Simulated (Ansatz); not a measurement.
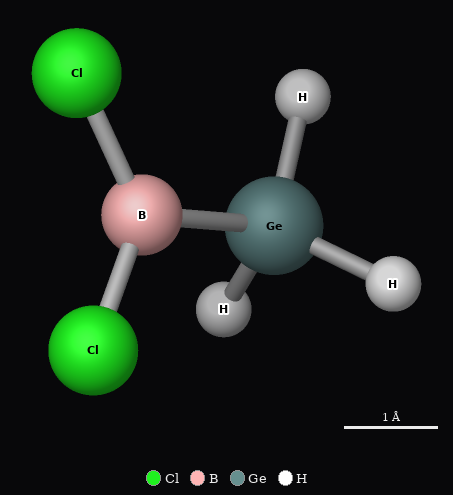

Figure 1. The structure (ball-and-stick view, seen at a tilt). Sticks mark near contacts.

**Frequency calculation, with input and output: GeBH3Cl2**

The run: frequency calculation of GeBH3Cl2, SMILES Cl[B](Cl)[GeH3]. Method and program: HF/6-31G*, RHF (Ansatz 0.2.0).

The geometry was optimised with HF/6-31G*. Figures and captions count atoms from 1; the log counts them from 0 in places.

The input:
```yaml
crystal:
  periodic: [false, false, false]
  atoms:
    - symbol: Cl
      position_ang: [1.762530, -1.442107, 1.218958]
    - symbol: B
      position_ang: [0.207530, -1.028760, 0.514950]
    - symbol: Cl
      position_ang: [-1.087323, -2.214345, 0.613127]
    - symbol: Ge
      position_ang: [-0.130304, 0.816369, -0.422400]
    - symbol: H
      position_ang: [-0.556121, 0.567958, -1.879058]
    - symbol: H
      position_ang: [-1.269976, 1.546986, 0.307233]
    - symbol: H
      position_ang: [1.135065, 1.685900, -0.398410]
basis:
  gaussian: {orbitals: "6-31G*"}
hamiltonian: {xc: hf}
phonons: {temperatures: {t_min: 298.15, t_max: 298.15, t_step: 1}}
```

Machine: 1 thread of Arm Neoverse V2, 112 GiB of memory available, shared host.

Command:
```bash
ansatz run in.yaml --threads 1 --pin off --max-ram 3480MiB --events-out events.jsonl --progress --plain --runs-dir runs
```

Output:
```
Functional definition: HF
  name "HF"
  exchange = exact_x
  correlation = 0
1001 factors; integrals over basis functions are off by at most 3.1e-4 eV
mean field evaluation 1: about -82191.3461 eV, gradient 2.0e1 eV
mean field evaluation 2: about -82191.3931 eV, gradient 2.0e1 eV
mean field evaluation 4: about -82192.9341 eV, gradient 2.4e0 eV
mean field evaluation 8: about -82192.9700 eV, gradient 1.6e-1 eV
mean field -82192.97013858 eV, -3020.5359401965 hartree, gradient 1.2e-5 eV, S^2 0.000000; 0 other end points of the search recorded, 0 dependent functions left out
the calculation of the forces begins
reference -82192.97013858 eV, -3020.5359401965 hartree; 37, 37 occupied and 57, 57 virtual orbitals, 1001 factors
these checks for a lower state are left out or cut short: stability, starts, cluster_reference, orbital_swaps, neighbouring_geometries, increment
1001 factors; integrals over basis functions are off by at most 3.1e-4 eV
mean field evaluation 16: about -82192.9701 eV, gradient 4.4e-4 eV
mean field -82192.97007774 eV, -3020.5359379607 hartree, gradient 5.4e-6 eV, S^2 0.000000; 0 other end points of the search recorded, 0 dependent functions left out
[... from here on the field's lines of each further geometry are left out, up to the last ...]
the calculation of the forces begins
reference -82192.97013216 eV, -3020.5359399606 hartree; 37, 37 occupied and 57, 57 virtual orbitals, 1001 factors
these checks for a lower state are left out or cut short: stability, starts, cluster_reference, orbital_swaps, neighbouring_geometries, increment
1001 factors; integrals over basis functions are off by at most 3.1e-4 eV
mean field -82192.97013247 eV, -3020.5359399720 hartree, gradient 1.7e-6 eV, S^2 0.000000; 0 other end points of the search recorded, 0 dependent functions left out
the calculation of the forces begins
reference -82192.97013247 eV, -3020.5359399720 hartree; 37, 37 occupied and 57, 57 virtual orbitals, 1001 factors
Total energy: -82192.97013858 eV, -3020.5359401965 hartree
Atom 0 at     1.762530    -1.442107     1.218958 Å, force     0.000107    -0.000098     0.000063 eV/Å
Atom 1 at     0.207530    -1.028760     0.514950 Å, force    -0.000099     0.000247    -0.000147 eV/Å
Atom 2 at    -1.087323    -2.214345     0.613127 Å, force    -0.000108    -0.000054    -0.000017 eV/Å
Atom 3 at    -0.130304     0.816369    -0.422400 Å, force     0.000135    -0.000127     0.000111 eV/Å
Atom 4 at    -0.556121     0.567958    -1.879058 Å, force     0.000012    -0.000176    -0.000127 eV/Å
Atom 5 at    -1.269976     1.546986     0.307233 Å, force    -0.000136     0.000019     0.000179 eV/Å
Atom 6 at     1.135065     1.685900    -0.398410 Å, force     0.000088     0.000189    -0.000062 eV/Å
Dipole moment:    -0.021962     0.183726    -0.089696 e Å
Vibrations: 11.10 149.62 213.31 322.32 384.71 561.51 610.82 885.39 934.02 938.97 959.55 977.97 2227.23 2230.78 2241.47 cm⁻¹, zero-point energy 0.846115 eV
```

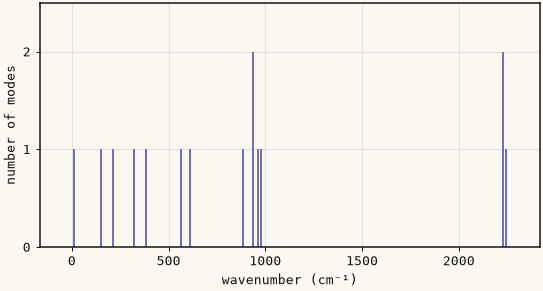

Figure 2. Harmonic vibrational wavenumbers from the force constants; neighbouring modes closer than 10 cm⁻¹ are counted in one stick. 15 modes from 11 to 2241 cm⁻¹, none imaginary.

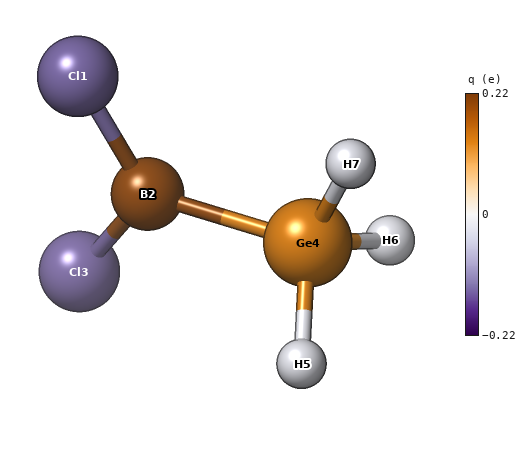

Figure 3. Mulliken charges, as the colour of each atom (ball-and-stick view, seen at a tilt; atoms are numbered from 1 in the order of the input; Mulliken charges depend strongly on the basis). By element: Cl −0.14, B +0.21, Ge +0.13 and H −0.02 e.

Key numbers:

```json
{"quantity": "outcome", "value": "converged"}
{"quantity": "total energy", "value": "−3020.535940 hartree"}
{"quantity": "basis functions", "value": "94"}
{"quantity": "largest force", "value": "0.000 eV/Å"}
{"quantity": "zero-point energy", "value": "0.031094 hartree"}
{"quantity": "dipole moment", "value": "0.99 D"}
{"quantity": "wavenumbers, lowest and highest", "value": "11 and 2241 cm⁻¹"}
{"quantity": "wall time", "value": "97 s"}
{"quantity": "peak memory", "value": "0.2 GiB"}
```
